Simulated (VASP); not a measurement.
Band structure of Mo3Si (A15). Method: LDA (Ceperley-Alder, Perdew-Zunger), VASP's LDA PAW potentials (set 64) (plane waves; VASP).

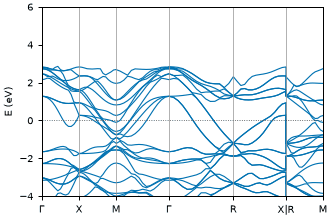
Figure. Bands along high-symmetry lines, zero at the valence-band maximum or, without a gap, the Fermi level

Question: Read the plot: is there a gap, and where are the band edges?

Answer: It has no gap at this level: it comes out as a metal or semimetal. (Edges off the drawn lines would not show.)

The compound is Mo3Si in the A15 structure. It was relaxed first.
